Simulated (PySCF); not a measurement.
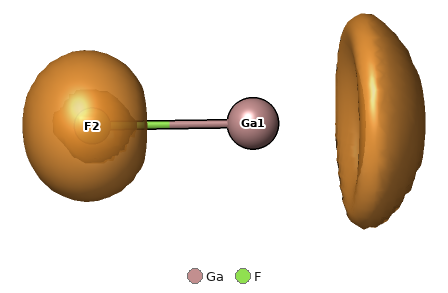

Figure 1: GaF (charge +1, doublet). Isosurface of the ELF at 0.75 (orange), seen from one side. Only the valence region is drawn (cores and ρ < 0.01 e/Å³ removed).

The calculation used PBE0/aug-pcseg-1, non-relativistic, at a bond length of 1.738 Å (PySCF).

Identify the bonds, lone pairs and shells in this picture.

At this value the surface marks out one lobe on Ga, pointing away from the bonds (non-bonding electrons) and one region wrapped around F (its valence shell). Along the contacts the grid gives the following. Ga–F (1.74 Å): the ELF peaks at about 0.80 in the valence shell of F, 0.5 Å from its nucleus, and is about 0.15 at the midpoint.
